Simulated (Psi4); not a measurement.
# BHOF2 (SMILES OB(F)F) at PBE0/cc-pVTZ-F12 (density fitting, sweep point 2)

Aim: the vertical ionisation energy of BHOF2 at PBE0/cc-pVTZ-F12 (density fitting, sweep point 2), from 2 runs. 

The results are computed with Psi4 1.11.

## 1. The molecule

BHOF2 has 5 atoms, charge 0, and is taken as a singlet. As SMILES, `OB(F)F`. Geometry: relaxed at PBE0-D4/def2-TZVP.

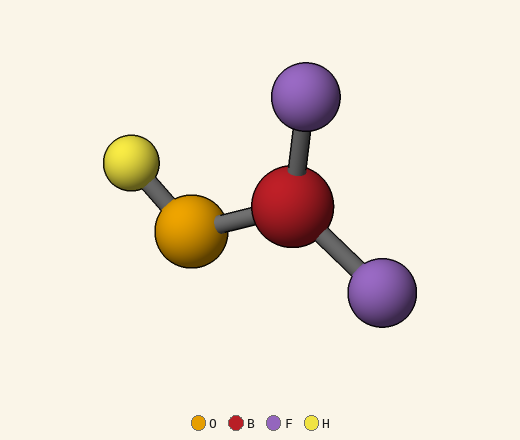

The structure, seen from a chosen angle (oxygen amber, boron red, fluorine purple, hydrogen yellow).

## 2. A single-point energy at PBE0/cc-pVTZ-F12 (density fitting, sweep point 2)

Contents of input.in:

```
memory 1.6 GB

molecule molecule1 {
  0 1
  O      0.038630     1.000750     0.174310
  B      0.105760    -0.342460     0.137210
  F      0.731030    -0.986880     1.100700
  F     -0.439530    -1.051930    -0.843330
  H     -0.435890     1.380520    -0.568880
  symmetry c1
}

set basis cc-pVTZ-F12
set puream true
set scf_type df
set dft_radial_points 99
set dft_spherical_points 590

energy('pbe0')
print_variables()
```

Launch:

```
psi4 input.in input.out -n 1
```

input.out:

```text
[...]
  Running in c1 symmetry.
[...]
  Nuclear repulsion =  112.725598717264262
[...]
  Multiplicity = 1
[...]
  Nalpha       = 16
  Nbeta        = 16
[...]
    Number of basis functions: 230
[...]
   @DF-RKS iter   1:  -300.18444672428262   -5.12945e-01   3.47811e-03 ADIIS/DIIS
[...]
   @DF-RKS iter   8:  -300.38387585996094   -2.50701e-08   6.47583e-07 DIIS
[...]
    Orbital Energies [Eh]
    ---------------------
    Doubly Occupied:
       1A    -24.788576     2A    -24.784073     3A    -19.249676
       4A     -6.904731     5A     -1.278016     6A     -1.248953
       7A     -1.091204     8A     -0.628944     9A     -0.591972
      10A     -0.559120    11A     -0.522996    12A     -0.486067
      13A     -0.462297    14A     -0.448938    15A     -0.417058
      16A     -0.396682
[...]
  @DF-RKS Final Energy:  -300.38387585996094
   => Energetics <=
    Nuclear Repulsion Energy =            112.7255987172642619
    One-Electron Energy =                -640.2496455109386488
    Two-Electron Energy =                 252.7496438459549779
    DFT Exchange-Correlation Energy =     -25.6094729122415075
    Empirical Dispersion Energy =           0.0000000000000000
    VV10 Nonlocal Energy =                  0.0000000000000000
    Total Energy =                       -300.3838758599609378
[...]
 Multipole Moments:
 ------------------------------------------------------------------------------------
     Multipole            Electronic (a.u.)      Nuclear  (a.u.)        Total (a.u.)
 ------------------------------------------------------------------------------------
 L = 1.  Multiply by 2.5417464519 to convert [e a0] to [Debye]
 Dipole X            :          0.2583222           -0.5864318           -0.3281095
 Dipole Y            :         -2.3266145            2.8269837            0.5003692
 Dipole Z            :          0.1707510           -0.6583888           -0.4876377
 Magnitude           :                                                    0.7718911
[...]
```

Run time: 37 s. Hardware: 1 thread of Intel Xeon at 2.70GHz, shared host; peak memory 1.2 GiB.

## 3. The doublet cation, same level

Contents of bf2ho.in:

```
memory 1600 mb

molecule {
  1 2
  O      0.038630     1.000750     0.174310
  B      0.105760    -0.342460     0.137210
  F      0.731030    -0.986880     1.100700
  F     -0.439530    -1.051930    -0.843330
  H     -0.435890     1.380520    -0.568880
  symmetry c1
}

set {
  basis                cc-pVTZ-F12
  reference            uks
  puream               true
  scf_type             df
  dft_radial_points    99
  dft_spherical_points 590
  maxiter              100
}

e, wfn = energy("pbe0", return_wfn=True)
print_variables()
```

Launch:

```
psi4 -i bf2ho.in -o bf2ho.out -n 1
```

bf2ho.out:

```text
[...]
  Running in c1 symmetry.
[...]
  Nuclear repulsion =  112.725598717264262
[...]
  Multiplicity = 2
[...]
  Nalpha       = 16
  Nbeta        = 15
[...]
    Number of basis functions: 230
[...]
   @DF-UKS iter   1:  -299.72194730486950   -5.04453e-02   2.68675e-03 ADIIS/DIIS
[...]
   @DF-UKS iter  13:  -299.86061748904825   -1.75424e-07   7.16146e-07 DIIS
[...]
   @S^2 Observed:                7.572784095E-01
[...]
    Orbital Energies [Eh]
    ---------------------
    Alpha Occupied:
       1A    -25.160208     2A    -25.073369     3A    -19.652000
       4A     -7.230938     5A     -1.618016     6A     -1.540469
       7A     -1.465970     8A     -0.968863     9A     -0.924729
      10A     -0.885967    11A     -0.838200    12A     -0.825089
      13A     -0.806064    14A     -0.766423    15A     -0.739775
      16A     -0.733334
    Alpha Virtual:
      17A     -0.237320    18A     -0.229166    19A     -0.161813
      20A     -0.116368    21A     -0.110377    22A     -0.085668
      23A     -0.068853    24A     -0.052987    25A     -0.045342
[...]
  @DF-UKS Final Energy:  -299.86061748904825
   => Energetics <=
    Nuclear Repulsion Energy =            112.7255987172642619
    One-Electron Energy =                -629.8161025620902365
    Two-Electron Energy =                 242.5091856207868091
    DFT Exchange-Correlation Energy =     -25.2792992650090760
    Empirical Dispersion Energy =           0.0000000000000000
    VV10 Nonlocal Energy =                  0.0000000000000000
    Total Energy =                       -299.8606174890482521
[...]
 Multipole Moments:
 ------------------------------------------------------------------------------------
     Multipole            Electronic (a.u.)      Nuclear  (a.u.)        Total (a.u.)
 ------------------------------------------------------------------------------------
 L = 1.  Multiply by 2.5417464519 to convert [e a0] to [Debye]
 Dipole X            :          0.0496180           -0.5864318           -0.5368137
 Dipole Y            :         -1.4829028            2.8269837            1.3440809
 Dipole Z            :         -0.0804411           -0.6583888           -0.7388298
 Magnitude           :                                                    1.6249899
[...]
```

Wall time 77 s (1 thread of Intel Xeon at 2.70GHz, shared host); peak memory 1.2 GiB.

## 4. What came out

Level: PBE0/cc-pVTZ-F12 (density fitting, sweep point 2).

```
                                          quantity          value
                       singlet BHOF2: total energy  -300.38388 Eh
                      singlet BHOF2: dipole moment         1.96 D
                        singlet BHOF2: HOMO energy      -10.79 eV
                        singlet BHOF2: LUMO energy       -0.39 eV
                      singlet BHOF2: HOMO–LUMO gap       10.41 eV
                      doublet cation: total energy  -299.86062 Eh
doublet cation: HOMO energy (highest over α and β)      -19.33 eV
 doublet cation: LUMO energy (lowest over α and β)      -17.12 eV
                              doublet cation: ⟨S²⟩          0.757
vertical ionisation energy (to the doublet cation)      14.239 eV
```

What this shows: Removing an electron at fixed nuclei costs 14.24 eV (328 kcal/mol). −ε(HOMO) before ionisation, 10.79 eV, is 3.44 eV below this ionisation energy.
